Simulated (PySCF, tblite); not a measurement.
# C₅H₁₀O₃Si: infrared bands, NMR shifts and electronic excitations in gas and solvents

Aim: compute the infrared bands, NMR shifts and electronic excitations of C₅H₁₀O₃Si (`C=CCO[SiH2]OC(C)=O`), and see what a dielectric continuum does where one was used.

Computed with tblite 0.8.0 and PySCF 2.14.0, with density-fitted response routines of our own, on a single molecule, in the gas phase or a continuum. Atoms count from 0, in the outputs and in this text.

### Step 1. The starting structure

19 atoms, charge 0, multiplicity 1; geometry from: force field or distance geometry start.

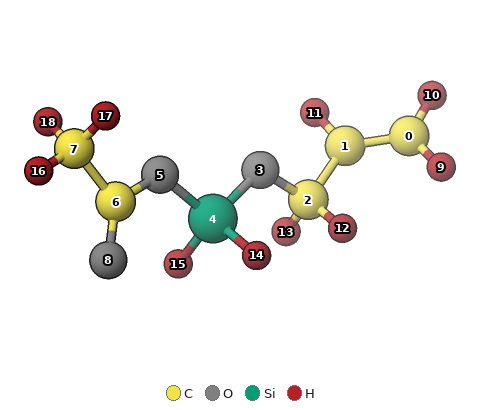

The starting geometry (carbon yellow, oxygen grey, silicon teal, hydrogen red), atoms numbered.

### Step 2. Geometry optimisation with GFN2-xTB

The job: settings as JSON, then the geometry in Å.

```
{"job": {"kind": "relax", "xc": "GFN2-xTB", "basis": "xTB"}, "charge": 0, "multiplicity": 1}
C     -3.985100     1.415500    -0.431500
C     -3.173700     0.582100     0.197800
C     -2.112400    -0.265300    -0.455000
O     -0.879000     0.063700     0.140900
Si     0.480700    -0.716000    -0.411700
O      1.805200    -0.205400     0.417800
C      3.056800    -0.665400     0.164800
C      4.045900    -0.009200     1.097200
O      3.370700    -1.499300    -0.676400
H     -3.958300     1.552300    -1.502400
H     -4.729300     1.997900     0.119400
H     -3.246900     0.479700     1.290100
H     -2.095300    -0.058800    -1.527100
H     -2.362900    -1.320100    -0.301200
H      0.621400    -0.382300    -1.856200
H      0.284700    -2.171300    -0.228500
H      5.044700    -0.390200     0.885300
H      4.034800     1.061800     0.933200
H      3.788300    -0.248100     2.135900
```

The run is started by

```
$ OMP_NUM_THREADS=1 python probes_run.py task.json out
```

This one command runs all jobs of the session in turn.

What it wrote:

```text
step      E/eV     max force
  0    -811.07513    2.507
  1    -811.15591    2.531
  2    -811.20543    0.629
  3    -811.22158    0.386
  4    -811.23668    0.290
  5    -811.24552    0.317
  6    -811.26407    0.385
  7    -811.27929    0.359
  8    -811.29078    0.320
  9    -811.29945    0.242
 10    -811.30763    0.283
 11    -811.31629    0.270
 12    -811.32503    0.219
 13    -811.33109    0.173
 14    -811.33442    0.105
 15    -811.33670    0.108
 16    -811.33846    0.077
 17    -811.33963    0.081
 18    -811.34036    0.059
 19    -811.34102    0.075
 20    -811.34195    0.097
 21    -811.34317    0.097
 22    -811.34437    0.097
 23    -811.34534    0.094
 24    -811.34635    0.096
 25    -811.34776    0.104
 26    -811.34955    0.110
 27    -811.35122    0.096
 28    -811.35238    0.071
 29    -811.35327    0.084
 30    -811.35432    0.112
 31    -811.35550    0.101
 32    -811.35644    0.070
 33    -811.35715    0.071
 34    -811.35795    0.068
 35    -811.35905    0.085
 36    -811.36040    0.083
 37    -811.36183    0.085
 38    -811.36331    0.085
 39    -811.36501    0.098
 40    -811.36692    0.102
 41    -811.36835    0.065
 42    -811.36902    0.056
 43    -811.36948    0.056
 44    -811.37001    0.056
 45    -811.37054    0.070
 46    -811.37104    0.069
 47    -811.37154    0.068
 48    -811.37212    0.055
 49    -811.37264    0.066
 50    -811.37331    0.072
 51    -811.37393    0.064
 52    -811.37454    0.060
 53    -811.37511    0.065
 54    -811.37566    0.067
 55    -811.37618    0.062
 56    -811.37657    0.040
 57    -811.37682    0.036
 58    -811.37699    0.033
 59    -811.37714    0.038
 60    -811.37732    0.037
 61    -811.37751    0.037
 62    -811.37771    0.037
 63    -811.37792    0.032
 64    -811.37808    0.036
 65    -811.37818    0.023
 66    -811.37823    0.017
 67    -811.37827    0.014
 68    -811.37829    0.011
 69    -811.37830    0.010
```

Run time: 0.55 s. Hardware: 1 thread of Arm Neoverse V1, shared host; peak memory 0.18 GiB.

The steps of the relaxation: (not every step is listed)

```tsv
step	energy from step 0 (eV)	largest force (eV/Å)
0	0.0000	2.5074
1	-0.0808	2.5306
2	-0.1303	0.6291
3	-0.1465	0.3860
4	-0.1616	0.2897
5	-0.1704	0.3167
6	-0.1889	0.3846
7	-0.2042	0.3586
8	-0.2157	0.3203
13	-0.2560	0.1732
18	-0.2652	0.0589
23	-0.2702	0.0937
28	-0.2773	0.0713
33	-0.2820	0.0711
38	-0.2882	0.0850
43	-0.2944	0.0557
48	-0.2970	0.0552
53	-0.3000	0.0645
58	-0.3019	0.0327
63	-0.3028	0.0323
64	-0.3030	0.0363
65	-0.3031	0.0234
66	-0.3031	0.0169
67	-0.3031	0.0136
68	-0.3032	0.0114
69	-0.3032	0.0095
```

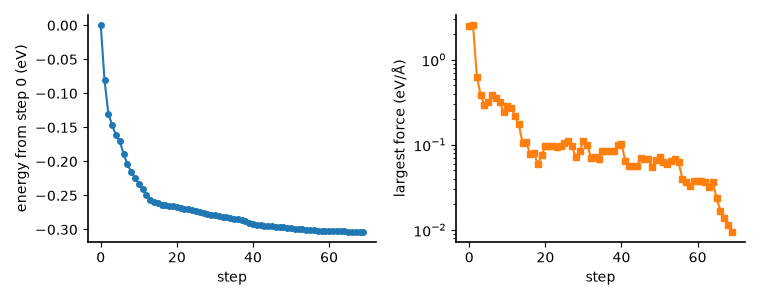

Energy and largest force along the relaxation.

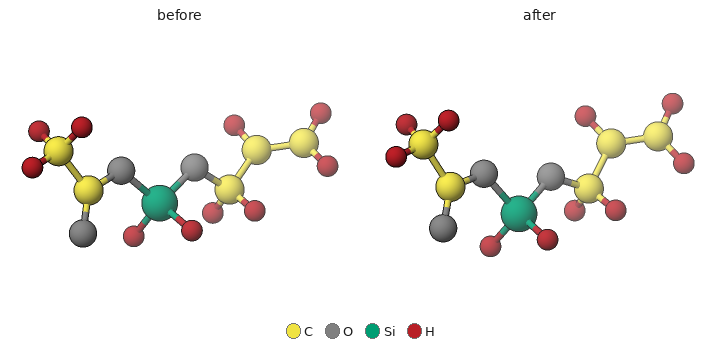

Before and after, at one scale.

Distances of close pairs at the start and the end, largest changes first:

```tsv
bond	before (Å)	after (Å)	change (Å)
O3–Si4	1.662	1.609	-0.053
O5–C6	1.357	1.323	-0.034
Si4–H14	1.489	1.459	-0.031
C6–O8	1.225	1.202	-0.024
Si4–H15	1.480	1.460	-0.020
C1–H11	1.100	1.081	-0.019
C0–H10	1.094	1.076	-0.018
C2–O3	1.409	1.399	-0.009
```

The next job starts from the end point, and lists it.

### Step 3. Infrared spectrum with GFN2-xTB

The job: settings as JSON, then the geometry in Å.

```
{"job": {"kind": "ir", "xc": "GFN2-xTB", "basis": "xTB"}, "charge": 0, "multiplicity": 1}
C     -3.875416     1.452428    -0.277297
C     -2.937145     0.702093     0.266597
C     -2.080333    -0.263192    -0.492735
O     -0.753357    -0.162388    -0.060149
Si     0.508730    -0.955158    -0.665472
O      1.661824    -0.308090     0.319775
C      2.937108    -0.639182     0.198573
C      3.817345     0.090139     1.176013
O      3.325649    -1.435738    -0.612880
H     -4.085127     1.418952    -1.333687
H     -4.478763     2.121522     0.310699
H     -2.723011     0.746652     1.324813
H     -2.139581    -0.072159    -1.569965
H     -2.436437    -1.288924    -0.318580
H      0.774359    -0.605983    -2.056528
H      0.417330    -2.397993    -0.464889
H      4.850909    -0.216425     1.047730
H      3.721824     1.161258     1.012109
H      3.484289    -0.126266     2.188410
```

What it wrote:

```text
mode    cm-1     km/mol
  1      14.8      1.45
  2      40.4      1.22
  3      58.5      1.87
  4      61.9      2.92
  5      70.5      0.29
  6      96.8      6.66
  7     135.1      2.71
  8     135.8      0.92
  9     220.5      3.56
 10     307.9      2.00
 11     373.8      5.91
 12     420.5      4.88
 13     551.3     38.33
 14     589.4    124.75
 15     593.0     48.18
 16     604.5      5.12
 17     644.3      2.79
 18     786.5    389.59
 19     789.7     27.77
 20     813.7    121.81
 21     863.5    124.22
 22     898.1     11.42
 23     932.0     14.85
 24     966.8      4.26
 25     971.0     57.62
 26    1004.1     35.81
 27    1017.1    114.72
 28    1020.4     24.22
 29    1131.1     63.38
 30    1157.3    460.45
 31    1221.9     10.80
 32    1242.9    461.52
 33    1263.0      1.07
 34    1332.7      9.83
 35    1362.2     55.18
 36    1410.4      0.45
 37    1442.5     10.33
 38    1443.5     20.55
 39    1470.1      0.10
 40    1719.1      4.82
 41    1772.5    458.63
 42    2277.9    353.36
 43    2320.4    111.53
 44    2860.6     50.34
 45    2918.3     47.29
 46    3029.4      4.54
 47    3036.4      2.26
 48    3065.2      9.93
 49    3081.5     12.57
 50    3104.0     21.79
 51    3135.8     36.07
```

Wall time 0.76 s (1 thread of Arm Neoverse V1, shared host); peak memory 0.18 GiB.

Which atoms move in the most intense modes:

```tsv
cm⁻¹	km/mol	atoms
589	124.8	H14 15 %, C6 14 %, H15 14 %
786	389.6	H15 34 %, H14 33 %, Si4 20 %
814	121.8	H15 47 %, H14 47 %
864	124.2	O3 30 %, C2 24 %, Si4 22 %
1157	460.4	O3 48 %, C2 32 %
1243	461.5	C6 58 %, O5 23 %
1772	458.6	C6 62 %, O8 36 %
2278	353.4	H15 58 %, H14 38 %
```

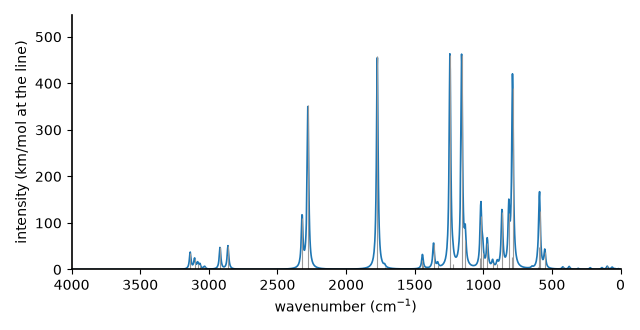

The infrared spectrum from these modes, unscaled. Lines are broadened to a width of 14 cm⁻¹ (Lorentzian).

### Step 4. Optimising the geometry at PBE0-D3(BJ)/def2-SVP

The job: settings as JSON, then the geometry in Å.

```
{"job": {"xc": "PBE0", "basis": "def2-SVP", "d3": "d3bj", "grid": 1, "shake": 0.01, "kind": "geom"}, "charge": 0, "multiplicity": 1}
C     -3.855010     1.426870    -0.273120
C     -2.942820     0.697570     0.264440
C     -2.100530    -0.265510    -0.501390
O     -0.720130    -0.160130    -0.063680
Si     0.505920    -0.961840    -0.676020
O      1.657920    -0.303270     0.317390
C      2.946690    -0.641180     0.198820
C      3.832800     0.095590     1.170960
O      3.323820    -1.430330    -0.593530
H     -4.087820     1.416520    -1.323660
H     -4.487630     2.118600     0.319520
H     -2.717210     0.747570     1.331510
H     -2.167860    -0.061950    -1.579560
H     -2.453120    -1.286160    -0.311570
H      0.769910    -0.616750    -2.056270
H      0.416800    -2.383940    -0.457410
H      4.852850    -0.205310     1.045670
H      3.712570     1.167100     1.017930
H      3.482140    -0.134090     2.190700
```

What it wrote:

```text
step   0  E = -710.76998519  max force = 0.069537
step   1  E = -710.78296252  max force = 0.005695
step   2  E = -710.78328238  max force = 0.003783
step   3  E = -710.78334360  max force = 0.004950
step   4  E = -710.78347802  max force = 0.001822
step   5  E = -710.78350604  max force = 0.001000
step   6  E = -710.78353569  max force = 0.000948
step   7  E = -710.78354628  max force = 0.000864
step   8  E = -710.78355807  max force = 0.001060
step   9  E = -710.78357388  max force = 0.001450
step  10  E = -710.78360204  max force = 0.003208
step  11  E = -710.78363659  max force = 0.001063
step  12  E = -710.78365042  max force = 0.000579
step  13  E = -710.78367905  max force = 0.001016
step  14  E = -710.78368664  max force = 0.001374
step  15  E = -710.78368837  max force = 0.000836
step  16  E = -710.78368660  max force = 0.000385
optimisation converged
```

Run time: 4.5 min. Hardware: 1 thread of Arm Neoverse V1, shared host; peak memory 0.73 GiB.

Along the way:

```tsv
step	energy from step 0 (eV)	largest force component (eV/Å)
0	0.0000	3.5757
1	-0.3531	0.2928
2	-0.3618	0.1945
3	-0.3635	0.2545
4	-0.3672	0.0937
5	-0.3679	0.0514
6	-0.3687	0.0487
7	-0.3690	0.0444
8	-0.3693	0.0545
9	-0.3698	0.0746
10	-0.3705	0.1650
11	-0.3715	0.0547
12	-0.3718	0.0298
13	-0.3726	0.0522
14	-0.3728	0.0707
15	-0.3729	0.0430
16	-0.3728	0.0198
```

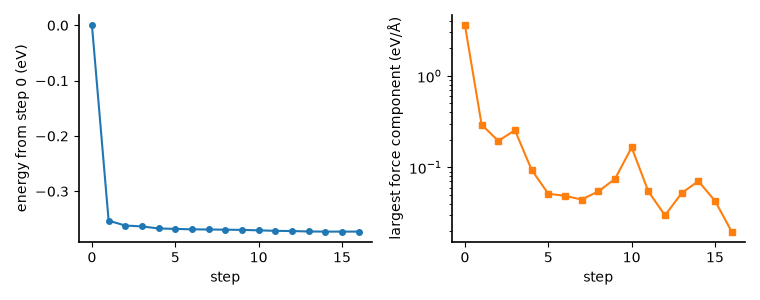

Energy and largest force along the relaxation.

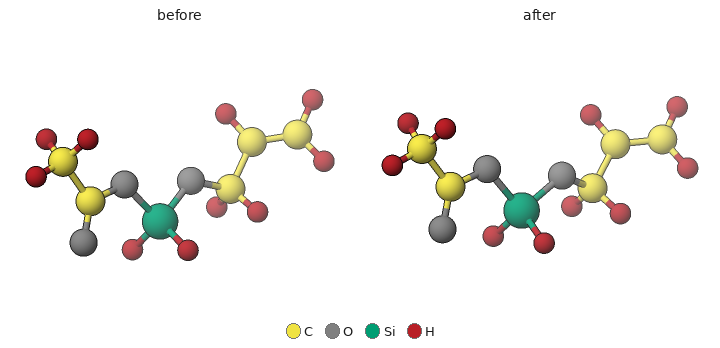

Before and after, at one scale.

Close pairs (by a distance rule), those that changed most:

```tsv
bond	before (Å)	after (Å)	change (Å)
O3–Si4	1.588	1.652	+0.064
Si4–O5	1.658	1.709	+0.051
C0–C1	1.286	1.332	+0.046
Si4–H15	1.442	1.488	+0.046
C2–O3	1.452	1.406	-0.046
Si4–H14	1.447	1.485	+0.038
C6–O8	1.180	1.208	+0.027
C7–H16	1.071	1.095	+0.024
```

The final coordinates are the input of the step that follows.

```tsv
at the end point	value
point group (found at 0.08 Å tolerance)	C1
rotational constants (GHz, main isotopes)	4.884, 0.486, 0.451
dipole moment (D)	1.40
```

### Step 5. Nuclear shieldings: PBE0/pcSseg-1

The job: settings as JSON, then the geometry in Å.

```
{"job": {"kind": "nmr", "xc": "PBE0", "basis": "pcSseg-1"}, "charge": 0, "multiplicity": 1}
C     -4.100242     1.118055    -0.432385
C     -3.056267     0.505110     0.122995
C     -2.071509    -0.333400    -0.624995
O     -0.762744     0.061749    -0.295951
Si     0.627901    -0.757958    -0.645336
O      1.727340    -0.013889     0.430837
C      2.983927    -0.467510     0.378735
C      3.902542     0.232260     1.330056
O      3.298724    -1.356781    -0.375186
H     -4.287541     1.064802    -1.510131
H     -4.810046     1.694866     0.165928
H     -2.876041     0.581585     1.201803
H     -2.253617    -0.242389    -1.712392
H     -2.227089    -1.399701    -0.359507
H      1.059773    -0.518238    -2.045499
H      0.465579    -2.200997    -0.322043
H      4.913326    -0.181372     1.248177
H      3.910340     1.309329     1.107623
H      3.524535     0.119206     2.356688
```

With the program's defaults for keys left out, this is: GIAO PBE0/pcSseg-1 NMR shielding, non-relativistic, gas phase.

What it wrote:

```text
coarse grid: 16512 points
cycle   1  E = -710.8058413788  dE =  1.239e+00  |g| = 1.120e+00  |ddm| = 3.852e+00
cycle   2  E = -710.4127491719  dE =  3.931e-01  |g| = 1.849e+00  |ddm| = 2.012e+00
cycle   3  E = -711.0239192612  dE = -6.112e-01  |g| = 2.588e-01  |ddm| = 1.393e+00
cycle   4  E = -711.0351455749  dE = -1.123e-02  |g| = 1.018e-01  |ddm| = 2.153e-01
cycle   5  E = -711.0367718995  dE = -1.626e-03  |g| = 3.029e-02  |ddm| = 7.269e-02
cycle   6  E = -711.0369653879  dE = -1.935e-04  |g| = 5.611e-03  |ddm| = 2.543e-02
cycle   7  E = -711.0369700406  dE = -4.653e-06  |g| = 2.598e-03  |ddm| = 4.953e-03
final grid: 155312 points
cycle   8  E = -711.1207847135  dE = -1.286e-05  |g| = 1.502e-02  |ddm| = 2.339e-02
cycle   9  E = -711.1207228914  dE =  6.182e-05  |g| = 2.391e-02  |ddm| = 2.357e-02
cycle  10  E = -711.1208241171  dE = -1.012e-04  |g| = 2.381e-03  |ddm| = 1.541e-02
cycle  11  E = -711.1208251991  dE = -1.082e-06  |g| = 5.158e-04  |ddm| = 1.659e-03
cycle  12  E = -711.1208252453  dE = -4.613e-08  |g| = 1.478e-04  |ddm| = 4.582e-04
cycle  13  E = -711.1208252495  dE = -4.289e-09  |g| = 4.265e-05  |ddm| = 1.326e-04
cycle  14  E = -711.1208252499  dE = -3.411e-10  |g| = 1.708e-05  |ddm| = 4.037e-05
converged SCF energy = -711.1208252499

GIAO shielding tensors (ppm)
atom      isotropic    diamagn.    paramagn.     s11        s22        s33       span
  0 C       61.249     252.427    -191.178    -52.128     76.816    159.058    211.186
  1 C       37.382     255.183    -217.801    -83.967     47.996    148.117    232.084
  2 C      116.438     241.415    -124.977     94.148    106.704    148.462     54.314
  3 O      293.402     405.033    -111.631    254.663    286.246    339.295     84.631
  4 Si     371.826     883.716    -511.891    353.334    363.890    398.253     44.919
  5 O      109.286     406.771    -297.485    -29.176    136.732    220.302    249.478
  6 C        6.327     248.100    -241.773    -93.130     39.268     72.843    165.974
  7 C      161.957     247.082     -85.125    141.059    152.527    192.285     51.226
  8 O     -139.598     404.156    -543.754   -382.236   -254.787    218.229    600.466
  9 H       25.809      29.381      -3.572     22.586     25.277     29.564      6.977
 10 H       25.902      26.745      -0.843     23.118     25.004     29.583      6.464
 11 H       24.968      31.456      -6.488     22.528     24.200     28.176      5.648
 12 H       27.225      30.993      -3.768     22.963     26.528     32.183      9.220
 13 H       26.832      29.941      -3.109     22.617     27.017     30.862      8.245
 14 H       26.080      32.207      -6.128     22.390     25.152     30.697      8.307
 15 H       26.102      32.304      -6.203     22.951     25.205     30.149      7.197
 16 H       29.576      24.304       5.272     25.590     27.899     35.240      9.650
 17 H       29.035      27.810       1.225     25.517     28.214     33.374      7.857
 18 H       29.039      27.979       1.060     25.455     28.271     33.392      7.937
```

It took 35 s on 1 thread of Arm Neoverse V1, shared host; peak memory 0.97 GiB.

Shifts follow as δ = σ(reference) − σ, with reference shieldings (ppm) from runs at the same level and on the same kind of geometry: ¹H TMS 31.27, ¹³C TMS 184.4, ²⁹Si TMS 352.0, ¹⁷O H2O 334.6. The references are single molecules in the gas phase, so shifts against H2O, NH3, PH3, H3PO4 or CFCl3 are not on the usual liquid scales and can be off by tens of ppm. Atoms listed in one row are averaged.

```tsv
atoms	environment	σ (ppm)	δ (ppm)	δ scaled to CDCl3
C6	carbonyl carbon	6.3	178.1	172.4
C1	alkene CH	37.4	147.0	142.3
C0	terminal =CH2 carbon	61.2	123.2	119.1
C2	allylic sp3 CH2 bonded to O	116.4	68.0	65.5
C7	methyl carbon α to a carbonyl	162.0	22.5	21.3
H11	hydrogen on an alkene CH	24.97	6.30	6.19
H9	hydrogen on a terminal =CH2 carbon	25.81	5.46	5.39
H10	hydrogen on a terminal =CH2 carbon	25.90	5.37	5.30
H14, H15	hydrogen on a silicon bonded to 2 O	26.09	5.18	–
H12, H13	hydrogen on an allylic sp3 CH2 bonded to O	27.03	4.24	4.23
H16, H17, H18	hydrogen on a methyl carbon α to a carbonyl	29.22	2.05	2.16
O8	carbonyl oxygen	-139.6	474.2	–
O5	oxygen bonded to C, Si	109.3	225.3	–
O3	oxygen bonded to C, Si	293.4	41.2	–
Si4	silicon bonded to 2 O, 2 H	371.8	-19.8	–
```

The scaled column applies a straight-line fit of computed shieldings to shifts measured in CDCl3 (root-mean-square error 0.21 ppm for H, 2.0 ppm for C).

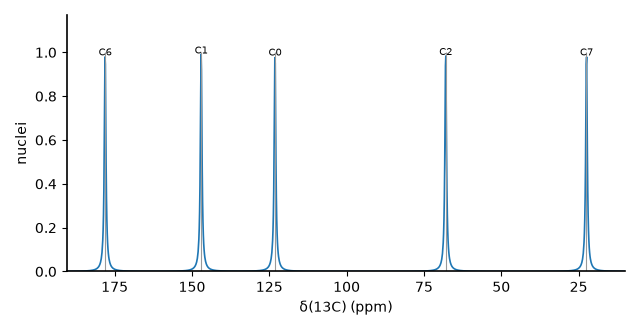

¹³C lines at the computed shifts, without couplings. Lines are broadened to a width of 0.62 ppm (Lorentzian).

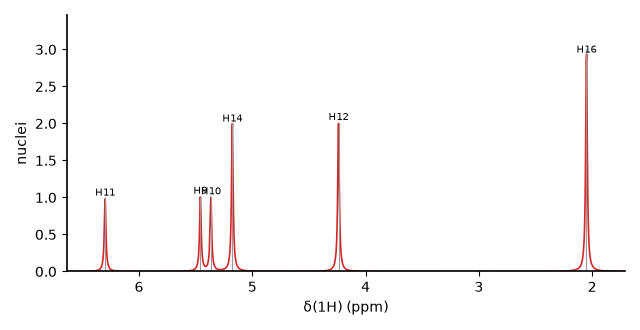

¹H lines at the computed shifts, without couplings. Lines are broadened to a width of 0.02 ppm (Lorentzian).

Charges from the same density, by scheme (e):

```tsv
atoms	Mulliken	IAO	Hirshfeld	ESP fit
C0	-0.17	-0.31	-0.10	-0.48
C1	-0.24	-0.13	-0.04	-0.11
C2	0.11	-0.04	0.01	0.14
O3	-0.63	-0.64	-0.23	-0.39
Si4	0.95	1.18	0.45	0.71
O5	-0.57	-0.58	-0.19	-0.53
C6	0.40	0.54	0.22	0.94
C7	-0.25	-0.47	-0.12	-0.72
O8	-0.42	-0.46	-0.25	-0.59
```

ESP fit charges:

C0 -0.48; C1 -0.11; C2 0.14; O3 -0.39; Si4 0.71; O5 -0.53; C6 0.94; C7 -0.72; O8 -0.59; H9 0.20; H10 0.20; H11 0.14; H12 0.06; H13 0.04; H14 -0.11; H15 -0.11; H16 0.19; H17 0.20; H18 0.20

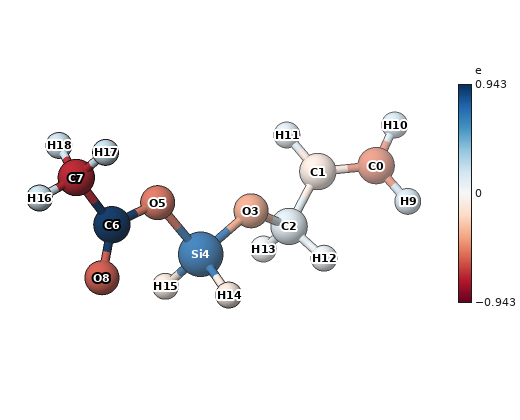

ESP fit charges, as colours on the atoms.

Mayer bond orders: C0–C1 1.98, C1–C2 1.03, C2–O3 0.88, O3–Si4 0.98, Si4–O5 0.83, O5–C6 1.09, C6–C7 1.00, C6–O8 1.92.

[end of part 1 of 2]
